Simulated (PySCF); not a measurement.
H6S2Si2, SMILES S[SiH2][SiH2]S at its B3LYP/def2-SVP optimised geometry (Å):

```
10

S      2.5759    -1.3836     0.0000
Si     0.4033    -1.3836     0.0000
Si    -0.3687     0.8425     0.0000
S     -2.5332     0.8018     0.1758
H      2.6978    -0.7238     1.1764
H      0.0293    -2.0781    -1.2634
H     -0.1560    -2.1426     1.1578
H      0.2560     1.5784     1.1418
H      0.0595     1.5185    -1.2604
H     -2.6978     2.1426     0.0742
```

Method: B3LYP/def2-TZVP (PySCF 2.14.0).

Map of the deformation density (molecule minus spherical neutral atoms) (e/bohr³) on the plane z = 0.8 Å:

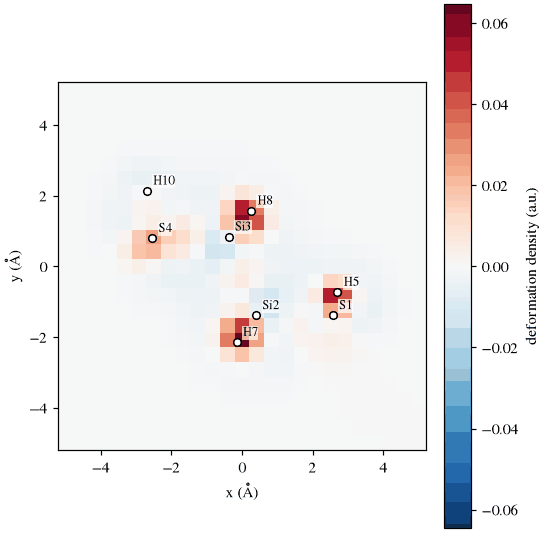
Figure: Deformation density (molecule minus spherical neutral atoms) (e/bohr³) on the plane z = 0.8 Å.
